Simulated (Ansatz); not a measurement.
**Run report: Cu6P (charge −1), geometry relaxation (part 1 of 2)**

System: Cu6P, charge −1.
Method: RKS PBE0-D4/def2-SVPD (Ansatz 0.2.0).

The geometry: GFN2-xTB start. Figures and captions count atoms from 1; the log counts them from 0 in places.

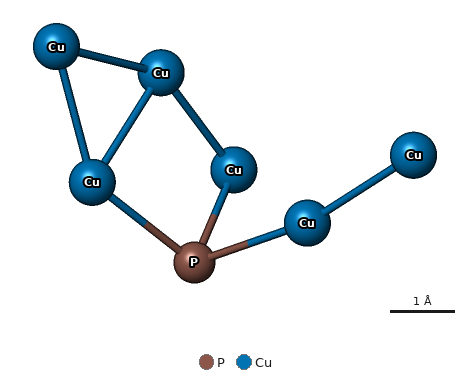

Fig. 1: The structure as given in the input (ball-and-stick view, seen at a tilt). Sticks mark near contacts.

Summary

```json
{"quantity": "outcome", "value": "converged"}
{"quantity": "total energy", "value": "−277056.0062 eV"}
{"quantity": "mean-field energy", "value": "−277055.5268 eV"}
{"quantity": "dispersion energy", "value": "−0.4794 eV"}
{"quantity": "HOMO", "value": "−1.24 eV"}
{"quantity": "LUMO", "value": "1.38 eV"}
{"quantity": "largest force (length of the vector) at the end", "value": "0.004 eV/Å"}
{"quantity": "hardware", "value": "4 threads of Arm Neoverse V2, 23 GiB of memory available, shared host"}
{"quantity": "wall time", "value": "4.8 min (CPU time 19 min)"}
{"quantity": "peak memory", "value": "1.1 GiB"}
```

The input
```yaml
crystal:
  periodic: [false, false, false]
  atoms:
    - {symbol: P, position_ang: [0.962810, -0.059550, 1.479550]}
    - {symbol: Cu, position_ang: [-0.023640, -1.452280, -1.041390]}
    - {symbol: Cu, position_ang: [-0.101840, 3.533050, -1.124530]}
    - {symbol: Cu, position_ang: [-2.347700, -1.951850, -0.513070]}
    - {symbol: Cu, position_ang: [2.013570, -0.770310, -0.289470]}
    - {symbol: Cu, position_ang: [0.468320, 1.880010, 0.367530]}
    - {symbol: Cu, position_ang: [-0.971510, -1.179070, 1.121370]}
basis:
  gaussian: {orbitals: def2-SVPD}
total_charge: -1
hamiltonian: {xc: pbe0, dispersion: d4}
scf: {lower_state_search: "off"}
output: {orbitals: {seedname: orbitals}}
relax: {f_tol: 0.02, max_steps: 100}
```

Command:
```bash
ansatz run in.yaml --threads 4 --pin off --events-out ev --progress --plain --max-ram 4787MiB
```

The program's output
```
Functional definition: PBE0
  name "PBE0"
  cite "Adamo & Barone, J. Chem. Phys. 110, 6158 (1999) doi:10.1063/1.478522"
  cite "Perdew, Burke & Ernzerhof, Phys. Rev. Lett. 77, 3865 (1996) doi:10.1103/PhysRevLett.77.3865"
  parent pbe
  parameter a = 0.25
  parameter kappa = 0.804
  parameter beta = 0.06672455060314922
  exchange = (1 - a)*pbe_x(kappa = kappa, mu = beta*pi^2/3) + a*exact_x
  correlation = pbe_c(beta = beta)
these checks for a lower state are left out or cut short: stability, starts, cluster_reference, orbital_swaps, neighbouring_geometries, increment
2582 factors; integrals over basis functions are off by at most 3.7e-4 eV
mean field evaluation 1: about -277048.7806 eV, gradient 5.0e1 eV
mean field evaluation 2: about -275905.3918 eV, gradient 4.4e2 eV
mean field evaluation 4: about -277052.5342 eV, gradient 2.5e1 eV
mean field evaluation 8: about -277053.4592 eV, gradient 6.2e-1 eV
mean field evaluation 16: about -277053.7036 eV, gradient 1.5e-2 eV
mean field evaluation 32: about -277053.7036 eV, gradient 5.6e-6 eV
mean field -277053.70356395 eV, -10181.5358122301 hartree, gradient 5.6e-6 eV, S^2 0.000000; 0 other end points of the search recorded, 0 dependent functions left out
the calculation of the forces begins
reference -277053.70359884 eV, -10181.5358135121 hartree; 95, 95 occupied and 133, 133 virtual orbitals, 2582 factors
relax step   1: F+E_penalty+E_count = -277054.12633920 eV  Δ(F+E_penalty+E_count) = +0.000e0 eV  max|allowed force component| = 7.879e-1 eV/Å  Δτ_max = 0.0000 Å  (28 SCF iters, accepted)
these checks for a lower state are left out or cut short: stability, starts, cluster_reference, orbital_swaps, neighbouring_geometries, increment
2582 factors; integrals over basis functions are off by at most 3.9e-4 eV
mean field -277053.97463363 eV, -10181.5457738569 hartree, gradient 1.9e-6 eV, S^2 0.000000; 0 other end points of the search recorded, 0 dependent functions left out
[... from here on the field's lines of each further geometry are left out, up to the last ...]
relax step   2: F+E_penalty+E_count = -277054.40641042 eV  Δ(F+E_penalty+E_count) = -2.801e-1 eV  max|allowed force component| = 6.497e-1 eV/Å  Δτ_max = 0.1942 Å  (40 SCF iters, accepted)
relax step   3: F+E_penalty+E_count = -277054.67623126 eV  Δ(F+E_penalty+E_count) = -2.698e-1 eV  max|allowed force component| = 4.479e-1 eV/Å  Δτ_max = 0.1955 Å  (37 SCF iters, accepted)
relax step   4: F+E_penalty+E_count = -277054.85295138 eV  Δ(F+E_penalty+E_count) = -1.767e-1 eV  max|allowed force component| = 2.797e-1 eV/Å  Δτ_max = 0.1953 Å  (38 SCF iters, accepted)
relax step   5: F+E_penalty+E_count = -277054.95359640 eV  Δ(F+E_penalty+E_count) = -1.006e-1 eV  max|allowed force component| = 2.035e-1 eV/Å  Δτ_max = 0.1997 Å  (38 SCF iters, accepted)
relax step   6: F+E_penalty+E_count = -277055.03448360 eV  Δ(F+E_penalty+E_count) = -8.089e-2 eV  max|allowed force component| = 1.820e-1 eV/Å  Δτ_max = 0.1929 Å  (37 SCF iters, accepted)
relax step   7: F+E_penalty+E_count = -277055.11828059 eV  Δ(F+E_penalty+E_count) = -8.380e-2 eV  max|allowed force component| = 2.231e-1 eV/Å  Δτ_max = 0.1951 Å  (36 SCF iters, accepted)
relax step   8: F+E_penalty+E_count = -277055.22394516 eV  Δ(F+E_penalty+E_count) = -1.057e-1 eV  max|allowed force component| = 3.107e-1 eV/Å  Δτ_max = 0.1951 Å  (37 SCF iters, accepted)
relax step   9: F+E_penalty+E_count = -277055.35000281 eV  Δ(F+E_penalty+E_count) = -1.261e-1 eV  max|allowed force component| = 3.834e-1 eV/Å  Δτ_max = 0.1951 Å  (36 SCF iters, accepted)
relax step  10: F+E_penalty+E_count = -277055.49375756 eV  Δ(F+E_penalty+E_count) = -1.438e-1 eV  max|allowed force component| = 3.619e-1 eV/Å  Δτ_max = 0.1955 Å  (36 SCF iters, accepted)
relax step  11: F+E_penalty+E_count = -277055.62605001 eV  Δ(F+E_penalty+E_count) = -1.323e-1 eV  max|allowed force component| = 2.448e-1 eV/Å  Δτ_max = 0.1956 Å  (36 SCF iters, accepted)
relax step  12: F+E_penalty+E_count = -277055.77350537 eV  Δ(F+E_penalty+E_count) = -1.475e-1 eV  max|allowed force component| = 3.337e-1 eV/Å  Δτ_max = 0.1996 Å  (35 SCF iters, accepted)
relax step  13: F+E_penalty+E_count = -277055.89706629 eV  Δ(F+E_penalty+E_count) = -1.236e-1 eV  max|allowed force component| = 1.997e-1 eV/Å  Δτ_max = 0.1951 Å  (37 SCF iters, accepted)
relax step  14: F+E_penalty+E_count = -277055.96834216 eV  Δ(F+E_penalty+E_count) = -7.128e-2 eV  max|allowed force component| = 3.052e-1 eV/Å  Δτ_max = 0.1997 Å  (37 SCF iters, accepted)
relax step  15: F+E_penalty+E_count = -277055.98471701 eV  Δ(F+E_penalty+E_count) = -1.637e-2 eV  max|allowed force component| = 1.428e-1 eV/Å  Δτ_max = 0.1116 Å  (37 SCF iters, accepted)
relax step  16: F+E_penalty+E_count = -277056.00246146 eV  Δ(F+E_penalty+E_count) = -1.774e-2 eV  max|allowed force component| = 6.658e-2 eV/Å  Δτ_max = 0.1801 Å  (36 SCF iters, accepted)
the calculation of the forces begins
reference -277055.52663608 eV, -10181.6028088952 hartree; 95, 95 occupied and 133, 133 virtual orbitals, 2582 factors
relax step  17: F+E_penalty+E_count = -277056.00587655 eV  Δ(F+E_penalty+E_count) = -3.415e-3 eV  max|allowed force component| = 2.043e-2 eV/Å  Δτ_max = 0.0664 Å  (31 SCF iters, accepted)
these checks for a lower state are left out or cut short: stability, starts, cluster_reference, orbital_swaps, neighbouring_geometries, increment
2582 factors; integrals over basis functions are off by at most 5.3e-4 eV
mean field evaluation 192: about -277055.2200 eV, gradient 2.8e0 eV
mean field -277055.52678821 eV, -10181.6028144857 hartree, gradient 1.6e-6 eV, S^2 0.000000; 0 other end points of the search recorded, 0 dependent functions left out
the calculation of the forces begins
reference -277055.52682215 eV, -10181.6028157329 hartree; 95, 95 occupied and 133, 133 virtual orbitals, 2582 factors
relax step  18: F+E_penalty+E_count = -277056.00618520 eV  Δ(F+E_penalty+E_count) = -3.087e-4 eV  max|allowed force component| = 4.040e-3 eV/Å  Δτ_max = 0.0174 Å  (33 SCF iters, accepted)
```

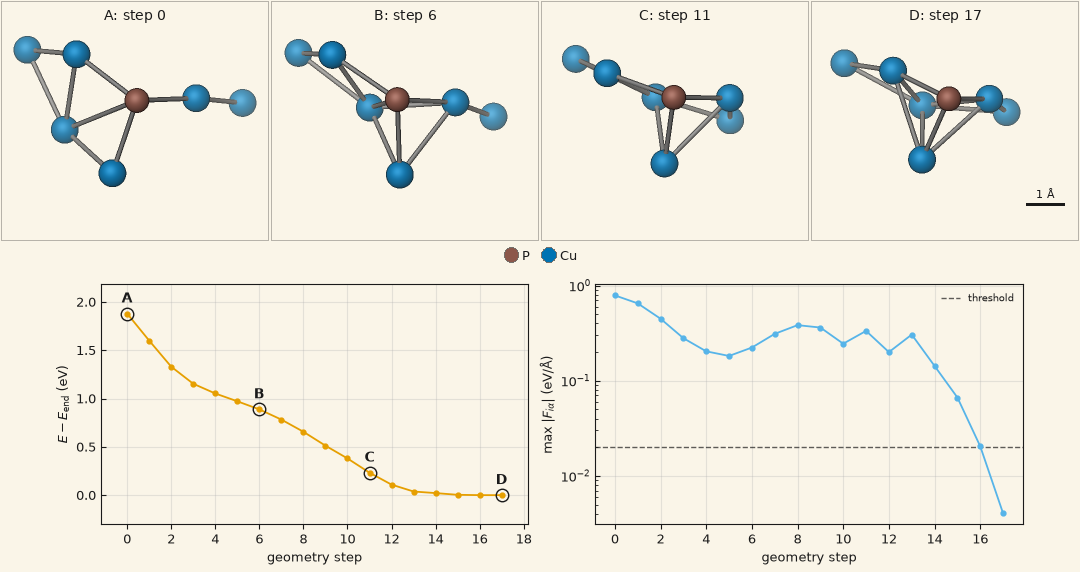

Fig. 2: Frames of the relaxation (ball-and-stick view, seen at a tilt) above the curves, on which the letters mark them (the first geometry is step 0 here and step 1 in the log).

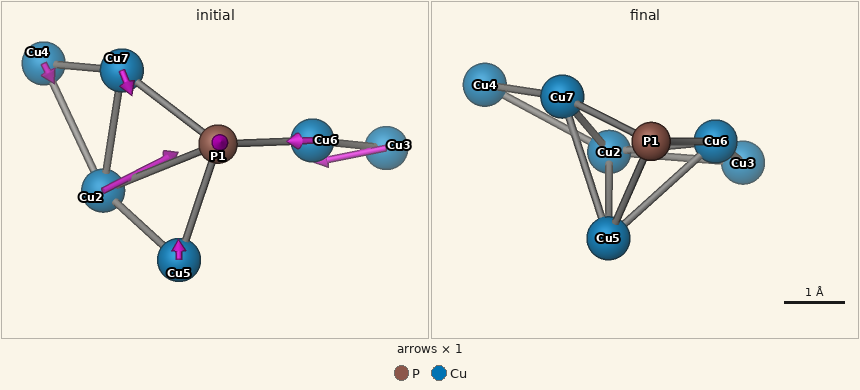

Fig. 3: Before (left) and after (right) the relaxation, at one scale (ball-and-stick view, seen at a tilt). The pink arrows give the displacements, at true length. The atom that moves furthest after the best rigid fit is Cu2 (1.62 Å). By element the largest moves are Cu 1.62 Å, P 0.60 Å. Distances before and after: Cu2–Cu3 4.987 → 2.368 Å, Cu2–Cu6 3.651 → 2.411 Å, Cu5–Cu7 3.327 → 2.501 Å, Cu5–Cu6 3.137 → 2.497 Å. New bonds form: Cu2–Cu3 (4.99 → 2.37 Å), Cu2–Cu6 (3.65 → 2.41 Å), Cu5–Cu7 (3.33 → 2.50 Å). Among the angles that change: Cu4–Cu2–Cu5 147.6° → 103.8°, Cu5–Cu2–Cu7 91.3° → 58.9°, Cu5–P1–Cu7 97.0° → 68.2°. Over 17 geometry steps the energy falls by 1.880 eV. The largest force component goes from 0.79 to 0.004 eV/Å. (Atoms are counted from 1 in the order of the input.)

```
Total energy: -277056.00621914 eV, -10181.6204332474 hartree
Atom 0 at     1.291029    -0.257893     1.958535 Å, force     0.000845     0.000585     0.004040 eV/Å
Atom 1 at    -0.647709     0.105265    -1.110376 Å, force    -0.000261     0.000448    -0.002114 eV/Å
Atom 2 at    -0.254435     2.416342    -1.445427 Å, force    -0.001373     0.000531     0.001122 eV/Å
Atom 3 at    -2.119467    -1.716893    -0.759810 Å, force     0.001862    -0.000103     0.000312 eV/Å
Atom 4 at     1.682478    -0.769154    -0.171960 Å, force    -0.003477    -0.000501    -0.000305 eV/Å
Atom 5 at     0.567632     1.339789     0.566830 Å, force     0.002643    -0.000446    -0.002140 eV/Å
Atom 6 at    -0.519518    -1.117457     0.962197 Å, force    -0.000239    -0.000513    -0.000914 eV/Å
Dipole moment:    -0.323897     0.006787    -0.860426 e Å
Checks for a lower state left out: stability, starts, cluster_reference, orbital_swaps, neighbouring_geometries, increment
```

Trajectory as extended XYZ (Å, eV, eV/Å), 18 frames, from step=1 to step=18
```
7
Properties=species:S:1:pos:R:3:forces:R:3 step=1 energy=-277054.12634
P     0.9628   -0.0595    1.4795   -0.3171  -0.0914  -0.4610
Cu   -0.0236   -1.4523   -1.0414   -0.7797   0.1943   0.3328
Cu   -0.1018    3.5330   -1.1245   -0.0033   0.0998  -0.0410
Cu   -2.3477   -1.9519   -0.5131   -0.3095  -0.2932  -0.5134
Cu    2.0136   -0.7703   -0.2895    0.5738   0.4188   0.3618
Cu    0.4683    1.8800    0.3675    0.0973  -0.7879   0.0198
Cu   -0.9715   -1.1791    1.1214    0.7386   0.4594   0.3010
7
Properties=species:S:1:pos:R:3:forces:R:3 step=2 energy=-277054.40641
P     0.9798   -0.1236    1.4941   -0.1417  -0.1415  -0.2144
Cu   -0.0447   -1.2883   -0.9865   -0.4549   0.3395   0.3459
Cu   -0.1208    3.4368   -1.1253   -0.0023   0.0524  -0.0530
Cu   -2.3564   -1.9164   -0.5413   -0.1431  -0.1710  -0.3114
Cu    2.0844   -0.6835   -0.2833    0.3308   0.3252   0.1661
Cu    0.4473    1.7038    0.2887    0.0733  -0.6497  -0.1115
Cu   -0.9896   -1.1288    1.1536    0.3378   0.2451   0.1784
7
Properties=species:S:1:pos:R:3:forces:R:3 step=3 energy=-277054.67623
P     0.9812   -0.1842    1.4995    0.0520  -0.1742  -0.0556
Cu   -0.0771   -1.1197   -0.9181   -0.1873   0.4479   0.2701
Cu   -0.1153    3.3818   -1.1199    0.0241  -0.0646  -0.0314
Cu   -2.3597   -1.9227   -0.5656    0.0170  -0.0576  -0.1209
Cu    2.1464   -0.5916   -0.2810    0.1348   0.2115   0.0604
Cu    0.4411    1.5356    0.1893   -0.0171  -0.4061  -0.2221
Cu   -1.0165   -1.0991    1.1958   -0.0236   0.0432   0.0995
```
